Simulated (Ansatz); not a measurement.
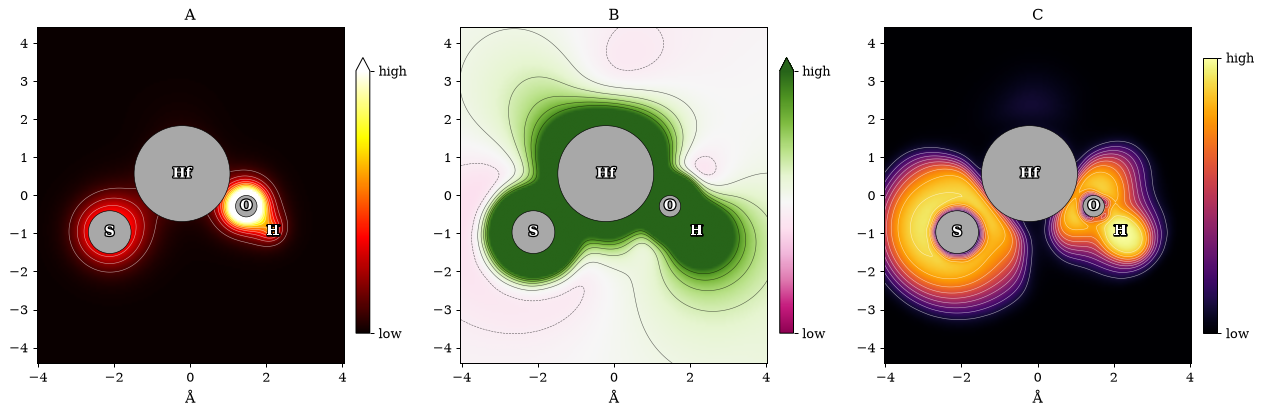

H$_{4}$HfOS$_{3}$: 3 fields on the plane of atoms Hf2, O1 and H6, with unlabelled colour scales. Grey discs cover the atomic cores.

Geometry: PBE0-D4/def2-TZVP; core potentials replace the inner electrons of Hf.

Method: RKS PBE0-D4/def2-TZVPP (Ansatz 0.2.0).

**Which field does each panel show? The fields are: electron density, electron localisation function and electrostatic potential.**

Panel A: electron density. Panel B: electrostatic potential (strongly positive close to the atoms, with negative regions outside electron-rich atoms). Panel C: electron localisation function. From the grid: Hf–O (1.89 Å): ρ is about 0.95 e/Å³ halfway; the ELF peaks at about 0.80 in the valence shell of O, 0.5 Å from its nucleus, and drops to about 0.20 between the two atoms. Hf–S (2.44 Å): ρ is about 0.58 e/Å³ halfway; the ELF peaks at about 0.90 in the valence shell of S, 0.9 Å from its nucleus, and is about 0.50 at the midpoint.
